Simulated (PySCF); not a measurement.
# Geometry relaxation, with input and output: C₂H₆O₃Si

C₂H₆O₃Si, computed with PBE0-D3(BJ)/def2-SVP geometry optimisation, gas phase (PySCF 2.14.0).

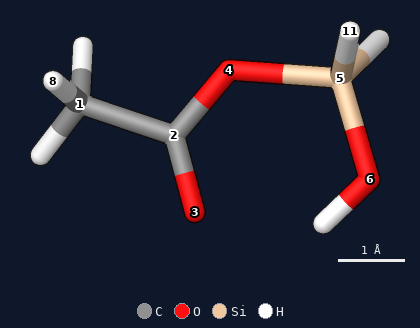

*The starting structure (stick view, seen at an oblique angle; atoms are numbered from 1 in the order of the input).*

Bond lengths as drawn: C–C 1.53 Å, C–H 1.07 to 1.11 Å, C–O 1.21 to 1.30 Å, H–O 0.98 Å, H–Si 1.44 to 1.46 Å and O–Si 1.61 to 1.72 Å.

## Summary

- outcome: converged
- total energy: −594.318857 hartree
- dipole moment: 2.62 D
- point group: C1
- hardware: 1 CPU thread, shared host
- wall time: 61 s
- peak memory: 0.51 GiB

## Input file
```
{"job": {"xc": "PBE0", "basis": "def2-SVP", "d3": "d3bj", "grid": 1, "shake": 0.01, "kind": "geom"}, "charge": 0, "multiplicity": 1}
C      2.121610     0.014160     0.194590
C      0.625340    -0.260190     0.315610
O      0.154550    -1.094440     1.051000
O     -0.074700     0.491160    -0.484910
Si    -1.779300     0.449440    -0.681840
O     -2.440820    -0.680150     0.252920
H      2.643540    -0.346980     1.055180
H      2.489390    -0.447140    -0.711470
H      2.255760     1.114750     0.101830
H     -2.183840     1.782030    -0.227590
H     -1.944610     0.128820    -2.071030
H     -1.827240    -1.179720     0.829080
```

The first line tells a small driver script what to run in PySCF; the rest is the geometry in Å.

Launch command:
```bash
OMP_NUM_THREADS=1 python <driver script> task.json out
```

## Output
```
step   0  E = -594.31287283  max force = 0.031424
step   1  E = -594.31815505  max force = 0.006909
step   2  E = -594.31856456  max force = 0.003539
step   3  E = -594.31854071  max force = 0.004330
step   4  E = -594.31866698  max force = 0.001691
step   5  E = -594.31867763  max force = 0.000589
step   6  E = -594.31869459  max force = 0.000336
step   7  E = -594.31874079  max force = 0.000496
step   8  E = -594.31878565  max force = 0.000815
step   9  E = -594.31882810  max force = 0.000876
step  10  E = -594.31884913  max force = 0.000480
step  11  E = -594.31885744  max force = 0.000446
optimisation converged
```

## Trajectory as extended XYZ (Å, eV, eV/Å), 12 frames, from step=0 to step=11
```
12
Properties=species:S:1:pos:R:3:forces:R:3 step=0 energy=-16172.07700
C     2.1216    0.0142    0.1946   -1.3836   1.2163  -0.0746
C     0.6253   -0.2602    0.3156    1.6159  -0.4404   0.4264
O     0.1545   -1.0944    1.0510   -0.1564  -0.2751   0.3045
O    -0.0747    0.4912   -0.4849   -0.6092   0.6026  -0.7225
Si   -1.7793    0.4494   -0.6818    0.6709   0.4475   0.5511
O    -2.4408   -0.6802    0.2529   -0.3750  -1.1134   0.8953
H     2.6435   -0.3470    1.0552    0.4716  -0.4779   0.7289
H     2.4894   -0.4471   -0.7115    0.2678  -0.3000  -0.5314
H     2.2558    1.1147    0.1018    0.0659  -0.4665  -0.0297
H    -2.1838    1.7820   -0.2276   -0.2325   0.4505  -0.2115
H    -1.9446    0.1288   -2.0710   -0.2604   0.0488  -1.0405
H    -1.8272   -1.1797    0.8291   -0.0749   0.3075  -0.2961
12
Properties=species:S:1:pos:R:3:forces:R:3 step=1 energy=-16172.22074
C     2.1032   -0.0503    0.1939    0.2782  -0.1737   0.0905
C     0.6346   -0.2640    0.3522   -0.3553   0.1459  -0.1960
O     0.1428   -1.0557    1.1275    0.0776   0.0587  -0.0433
O    -0.0930    0.4967   -0.4764    0.2002  -0.1413   0.1662
Si   -1.8023    0.4856   -0.6639    0.0361  -0.0384  -0.1701
O    -2.4118   -0.6805    0.3199    0.0325   0.1523  -0.0999
H     2.6392   -0.4745    1.0568   -0.0876   0.0228  -0.1512
H     2.4436   -0.5542   -0.7280   -0.0693   0.0162   0.0901
H     2.3398    1.0123    0.0795   -0.0426   0.1341  -0.0026
H    -2.2538    1.8637   -0.3520   -0.0087   0.0318   0.1354
H    -2.0319    0.2298   -2.1121   -0.0054  -0.0836   0.0515
H    -1.6627   -1.0522    0.8293   -0.0558  -0.1248   0.1294
12
Properties=species:S:1:pos:R:3:forces:R:3 step=2 energy=-16172.23188
C     2.1132   -0.0420    0.1914    0.0899   0.0448  -0.0256
C     0.6432   -0.2736    0.3343   -0.0890   0.0013   0.0044
O     0.1636   -1.0785    1.1021   -0.0719   0.0450  -0.0187
O    -0.0845    0.4843   -0.4879    0.0189  -0.0565   0.0346
Si   -1.7946    0.4826   -0.6669    0.0266   0.0136  -0.0243
O    -2.4377   -0.6551    0.3289    0.1820  -0.0030   0.0591
H     2.6459   -0.4762    1.0454   -0.0180  -0.0080  -0.0191
H     2.4580   -0.5291   -0.7343   -0.0053   0.0087  -0.0048
H     2.3302    1.0306    0.0957   -0.0122  -0.0102   0.0041
H    -2.2256    1.8681   -0.3433    0.0088  -0.0149   0.0454
H    -2.0388    0.2044   -2.1069   -0.0031  -0.0461   0.0284
H    -1.7252   -1.0590    0.8680   -0.1265   0.0255  -0.0835
12
Properties=species:S:1:pos:R:3:forces:R:3 step=3 energy=-16172.23123
C     2.1126   -0.0408    0.1850   -0.0665  -0.0084   0.0428
C     0.6390   -0.2678    0.3326   -0.0740   0.0514  -0.0093
O     0.1339   -1.0540    1.1026    0.2227  -0.0992   0.1134
O    -0.0760    0.4859   -0.4975   -0.0149   0.0866  -0.1618
Si   -1.7842    0.4829   -0.6654   -0.0823  -0.0144   0.1024
O    -2.4213   -0.6532    0.3342   -0.0195  -0.0017  -0.0231
H     2.6438   -0.4775    1.0356    0.0470  -0.0213   0.0479
H     2.4499   -0.5302   -0.7408    0.0099   0.0015  -0.0384
H     2.3275    1.0331    0.0880   -0.0120  -0.0567   0.0164
H    -2.2093    1.8654   -0.3180    0.0031  -0.0188  -0.0246
H    -2.0471    0.1913   -2.0976    0.0092   0.0090  -0.0110
H    -1.7211   -1.0785    0.8679   -0.0227   0.0722  -0.0547
12
Properties=species:S:1:pos:R:3:forces:R:3 step=4 energy=-16172.23467
C     2.1142   -0.0421    0.1832   -0.0357   0.0227  -0.0227
C     0.6405   -0.2646    0.3340    0.0869  -0.0334   0.0473
O     0.1581   -1.0553    1.1143   -0.0424   0.0099  -0.0140
O    -0.0816    0.4851   -0.4965   -0.0066  -0.0169  -0.0331
Si   -1.7906    0.4839   -0.6635   -0.0289   0.0135   0.0257
O    -2.4292   -0.6526    0.3329   -0.0111  -0.0064  -0.0093
H     2.6472   -0.4813    1.0329    0.0065  -0.0083   0.0118
H     2.4491   -0.5299   -0.7452    0.0031   0.0106  -0.0181
H     2.3319    1.0300    0.0880    0.0124  -0.0017   0.0054
H    -2.2149    1.8662   -0.3191   -0.0030  -0.0051  -0.0093
H    -2.0510    0.1923   -2.0963    0.0060   0.0096  -0.0081
H    -1.7260   -1.0751    0.8618    0.0128   0.0056   0.0244
12
Properties=species:S:1:pos:R:3:forces:R:3 step=5 energy=-16172.23496
C     2.1146   -0.0401    0.1812    0.0058  -0.0230   0.0094
C     0.6431   -0.2735    0.3303   -0.0128  -0.0131  -0.0071
O     0.1598   -1.0723    1.1019    0.0067   0.0303   0.0055
O    -0.0819    0.4785   -0.4971   -0.0127  -0.0046  -0.0094
Si   -1.7922    0.4827   -0.6607    0.0142  -0.0006  -0.0091
O    -2.4333   -0.6461    0.3431    0.0076   0.0050   0.0111
H     2.6509   -0.4857    1.0265   -0.0001  -0.0026  -0.0112
H     2.4530   -0.5141   -0.7536   -0.0055   0.0108  -0.0020
H     2.3274    1.0338    0.0985   -0.0002   0.0085   0.0072
H    -2.2136    1.8680   -0.3274    0.0012   0.0038   0.0047
H    -2.0511    0.1867   -2.0934   -0.0049  -0.0008   0.0034
H    -1.7292   -1.0614    0.8774    0.0006  -0.0136  -0.0024
12
Properties=species:S:1:pos:R:3:forces:R:3 step=6 energy=-16172.23542
C     2.1150   -0.0407    0.1768    0.0042  -0.0173   0.0011
C     0.6435   -0.2727    0.3280   -0.0111   0.0055   0.0011
O     0.1608   -1.0667    1.1046    0.0068   0.0091   0.0109
O    -0.0825    0.4768   -0.5009   -0.0011  -0.0092  -0.0131
Si   -1.7933    0.4822   -0.6576    0.0095  -0.0042  -0.0003
O    -2.4310   -0.6451    0.3499   -0.0017   0.0027   0.0044
H     2.6527   -0.4904    1.0189   -0.0016  -0.0028  -0.0101
H     2.4506   -0.5103   -0.7611   -0.0024   0.0110  -0.0039
H     2.3286    1.0336    0.0988   -0.0009   0.0036   0.0067
H    -2.2118    1.8682   -0.3229   -0.0008   0.0026   0.0022
H    -2.0586    0.1848   -2.0889   -0.0040   0.0015   0.0027
H    -1.7262   -1.0633    0.8809    0.0032  -0.0023  -0.0018
12
Properties=species:S:1:pos:R:3:forces:R:3 step=7 energy=-16172.23667
C     2.1166   -0.0425    0.1554    0.0018   0.0048  -0.0074
C     0.6465   -0.2716    0.3209    0.0013   0.0144  -0.0117
O     0.1696   -1.0532    1.1130    0.0019  -0.0163   0.0226
O    -0.0856    0.4669   -0.5129    0.0126  -0.0135  -0.0063
Si   -1.7981    0.4795   -0.6427   -0.0011  -0.0005   0.0134
O    -2.4250   -0.6373    0.3826   -0.0255  -0.0082  -0.0066
H     2.6639   -0.5147    0.9784    0.0013  -0.0043  -0.0027
H     2.4381   -0.4847   -0.8002   -0.0004   0.0085  -0.0079
H     2.3313    1.0338    0.1045    0.0001  -0.0069   0.0064
H    -2.2045    1.8694   -0.3082   -0.0038  -0.0006  -0.0048
H    -2.0886    0.1731   -2.0670   -0.0006   0.0060  -0.0001
H    -1.7164   -1.0620    0.9028    0.0124   0.0165   0.0051
12
Properties=species:S:1:pos:R:3:forces:R:3 step=8 energy=-16172.23790
C     2.1190   -0.0448    0.1251    0.0030   0.0064  -0.0183
C     0.6516   -0.2758    0.3095   -0.0011   0.0419  -0.0110
O     0.1846   -1.0441    1.1200   -0.0029  -0.0326   0.0201
O    -0.0908    0.4511   -0.5261    0.0208  -0.0191   0.0073
Si   -1.8054    0.4760   -0.6209   -0.0006   0.0021   0.0103
O    -2.4199   -0.6243    0.4291   -0.0311  -0.0161  -0.0092
H     2.6807   -0.5483    0.9192    0.0003  -0.0050  -0.0009
H     2.4221   -0.4441   -0.8547    0.0030   0.0053  -0.0071
H     2.3333    1.0331    0.1154   -0.0027  -0.0101   0.0065
H    -2.1956    1.8720   -0.2925   -0.0024  -0.0012  -0.0053
H    -2.1268    0.1574   -2.0358   -0.0005   0.0054  -0.0001
H    -1.7050   -1.0516    0.9383    0.0141   0.0231   0.0077
12
Properties=species:S:1:pos:R:3:forces:R:3 step=9 energy=-16172.23905
C     2.1214   -0.0492    0.0832    0.0002   0.0163  -0.0178
C     0.6580   -0.2799    0.2961    0.0031   0.0105  -0.0451
O     0.2056   -1.0367    1.1253   -0.0093  -0.0214   0.0287
O    -0.0991    0.4339   -0.5381    0.0252  -0.0019   0.0306
Si   -1.8149    0.4718   -0.5911   -0.0079   0.0013   0.0054
O    -2.4119   -0.6072    0.4906   -0.0281  -0.0144  -0.0112
H     2.7016   -0.5981    0.8323    0.0008  -0.0033   0.0030
H     2.3962   -0.3853   -0.9279    0.0002   0.0003  -0.0027
H     2.3393    1.0273    0.1341    0.0022  -0.0063   0.0066
H    -2.1883    1.8753   -0.2745    0.0016  -0.0003  -0.0043
H    -2.1726    0.1353   -1.9931   -0.0013   0.0028   0.0005
H    -1.6877   -1.0306    0.9897    0.0132   0.0163   0.0062
12
Properties=species:S:1:pos:R:3:forces:R:3 step=10 energy=-16172.23962
C     2.1230   -0.0532    0.0518    0.0036  -0.0046  -0.0113
C     0.6632   -0.2847    0.2877   -0.0138   0.0215  -0.0195
O     0.2216   -1.0319    1.1317   -0.0008  -0.0093   0.0005
O    -0.1051    0.4243   -0.5402    0.0056   0.0044   0.0247
Si   -1.8216    0.4701   -0.5688    0.0011   0.0032  -0.0082
O    -2.4089   -0.5974    0.5298   -0.0009  -0.0158  -0.0031
H     2.7161   -0.6330    0.7670    0.0025  -0.0019   0.0008
H     2.3757   -0.3447   -0.9784    0.0018  -0.0028   0.0013
H     2.3462    1.0195    0.1453   -0.0024  -0.0031   0.0063
H    -2.1848    1.8779   -0.2604    0.0052   0.0011   0.0011
H    -2.1999    0.1244   -1.9631   -0.0028  -0.0009   0.0023
H    -1.6777   -1.0145    1.0244    0.0008   0.0083   0.0051
12
Properties=species:S:1:pos:R:3:forces:R:3 step=11 energy=-16172.23985
C     2.1231   -0.0571    0.0399   -0.0034   0.0025  -0.0087
C     0.6637   -0.2837    0.2834    0.0035  -0.0107  -0.0146
O     0.2260   -1.0316    1.1292   -0.0054   0.0024   0.0046
O    -0.1080    0.4278   -0.5383    0.0143   0.0125   0.0229
Si   -1.8247    0.4709   -0.5603   -0.0104  -0.0050  -0.0034
O    -2.4045   -0.5958    0.5434   -0.0018   0.0024  -0.0090
H     2.7184   -0.6525    0.7403   -0.0023  -0.0011  -0.0001
H     2.3670   -0.3297   -0.9974    0.0007  -0.0012   0.0003
H     2.3525    1.0124    0.1533    0.0014   0.0019   0.0018
H    -2.1885    1.8791   -0.2544    0.0059   0.0022   0.0019
H    -2.2084    0.1208   -1.9519   -0.0039  -0.0010   0.0026
H    -1.6690   -1.0041    1.0393    0.0014  -0.0049   0.0017
```

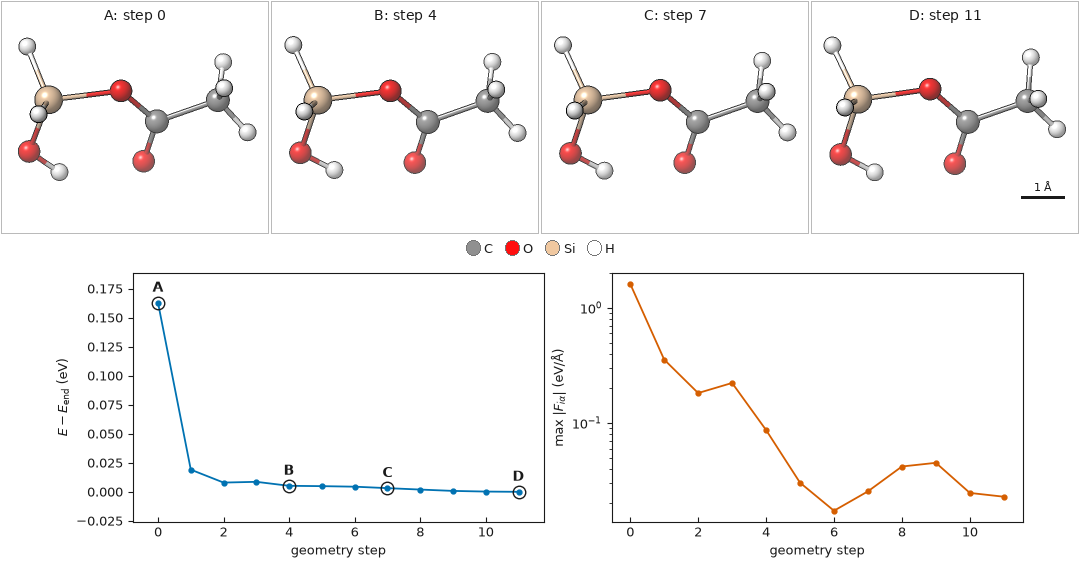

*Frames of the relaxation (ball-and-stick view, seen at a tilt) above the curves, on which the letters mark them (steps are counted from 0).*

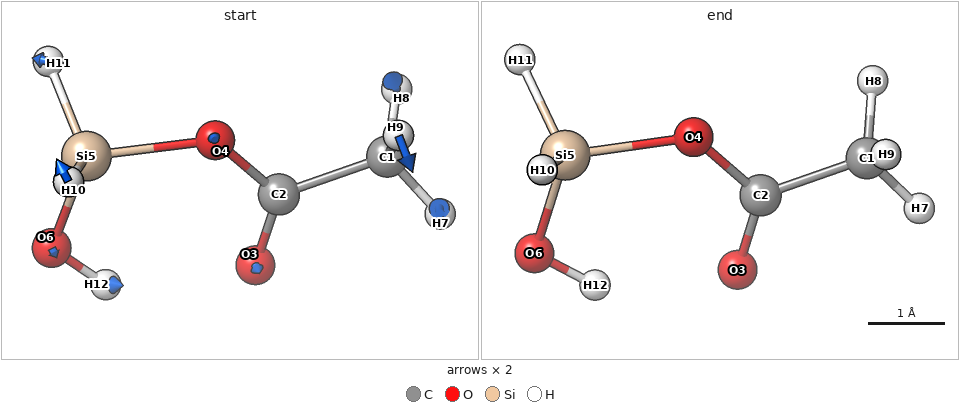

*Before (left) and after (right) the relaxation, at one scale (ball-and-stick view, seen at a tilt). The blue arrows give the displacements, magnified 2 times.*

H9 moves most after the best rigid fit: 0.27 Å. By element the largest moves are H 0.27 Å, O 0.09 Å, Si 0.04 Å, C 0.03 Å. Among the contacts that change: Si5–H11 1.435 → 1.485 Å, Si5–O6 1.609 → 1.641 Å, C2–O4 1.302 → 1.333 Å, C1–C2 1.526 → 1.497 Å. Among the angles that change: H10–Si5–H11 118.1° → 110.7°, Si5–O6–H12 116.3° → 110.3°, O4–Si5–H10 102.5° → 105.4°. After 11 geometry steps the energy has fallen by 0.163 eV. The largest force component goes from 1.6 to 0.023 eV/Å. (Atoms are counted from 1 in the order of the input.)
